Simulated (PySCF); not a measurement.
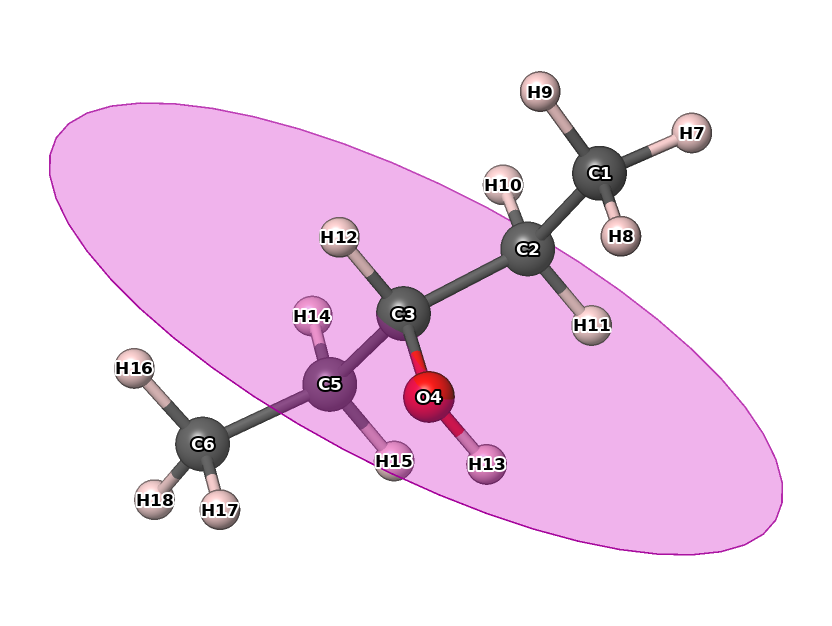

A disc through the centre of mass is drawn in. Atoms fade into the background with distance from the viewer. The geometry was computed by an optimisation with PBE0-D3(BJ)/def2-SVP. No frequency run is at hand to confirm it as a minimum.

> Is the plane of the disc a mirror plane of the structure?

No. The point group is Cs, with 1 mirror plane, and this plane isn't one of its mirror planes.
